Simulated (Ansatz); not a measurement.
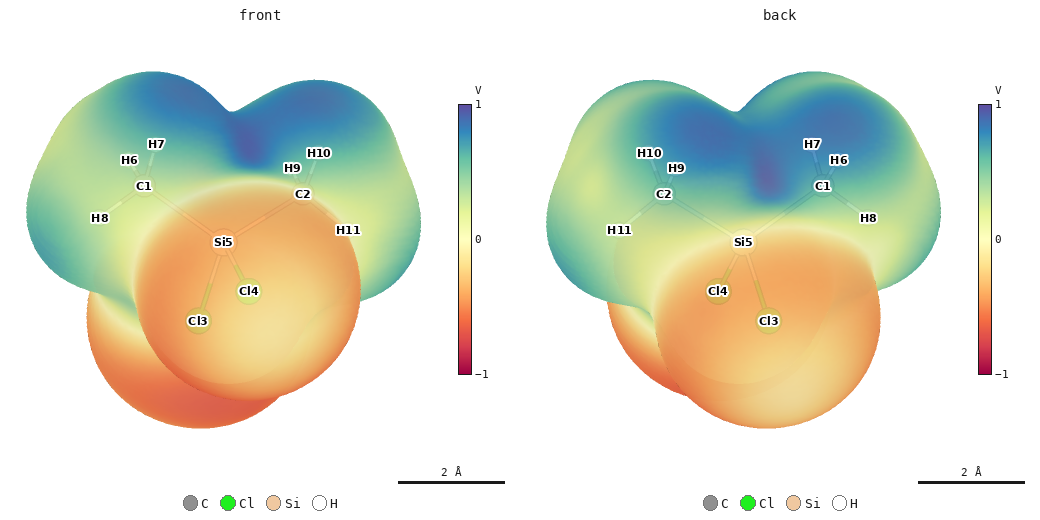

Figure. C2H6Cl2Si (SMILES C[Si](C)(Cl)Cl). The molecular electrostatic potential painted on the density surface at 0.001 e/bohr³, seen from the front and from behind; the colour scale runs from red (negative) to blue (positive).

Geometry: PBE-D3(BJ)/def2-SVP.

Theory: isolated molecule in a Gaussian basis; Kohn-Sham density functional theory, functional PBE0 in Ansatz 0.2.0.

```xyz
11

C     0.2421    2.5637   -0.7678
C    -0.9623    0.0763   -2.2628
Cl    2.1554    0.7751   -2.6350
Cl   -0.2688    2.7324   -3.9390
Si    0.2294    1.5161   -2.3164
H     0.5271    1.9489    0.1098
H    -0.7631    2.9962   -0.5883
H     0.9689    3.3938   -0.8657
H    -0.7070   -0.6030   -1.4245
H    -1.9998    0.4415   -2.1219
H    -0.9185   -0.5002   -3.2075
```

Question: Which sites attract a positive test charge, and which a negative one?

Answer: A positive charge is drawn to the negative regions and a negative charge to the positive ones. The most negative region (about −0.7 V, or −16 kcal/mol for a unit charge) lies over Cl3 and Cl4, the most positive (about +0.9 V, or +21 kcal/mol for a unit charge) over the H and Si atoms.
